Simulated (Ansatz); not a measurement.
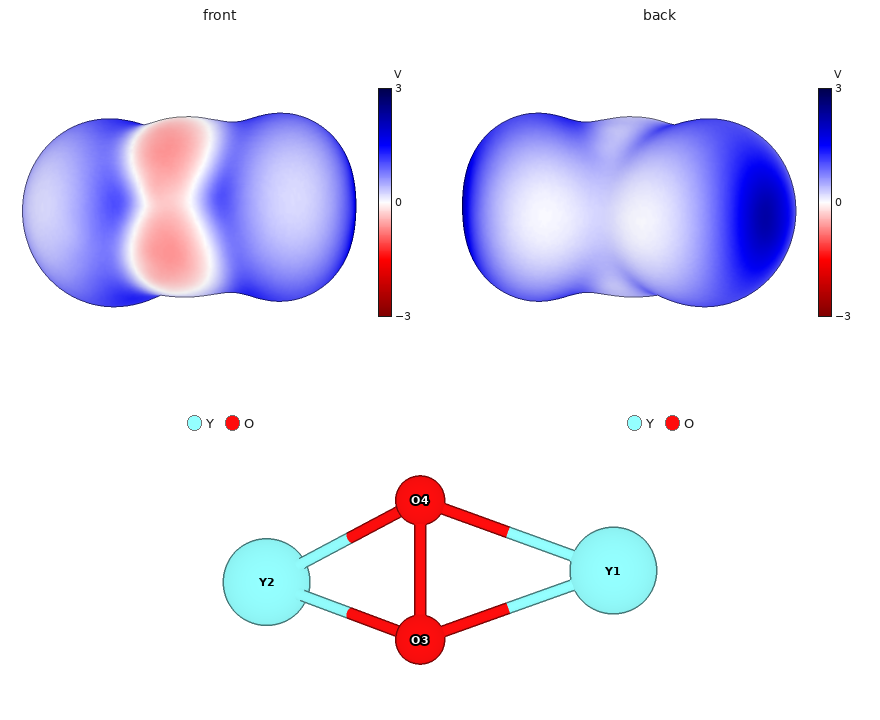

O$_{2}$Y$_{2}$. The electrostatic potential painted on the density surface at 0.002 e/bohr³, seen from the front and from behind; the colour scale runs from red (negative) to blue (positive). The bare structure is drawn below in the same view.

Geometry: PBE0-D4/def2-TZVP; core potentials replace the inner electrons of Y.

Level of theory: RKS PBE0-D4/def2-TZVP in Ansatz.

Where is the surface potential most negative and most positive?

Answer. The most negative region (about −0.6 V) lies over O3 and O4, the most positive (about +2.2 V) over Y1 and Y2.
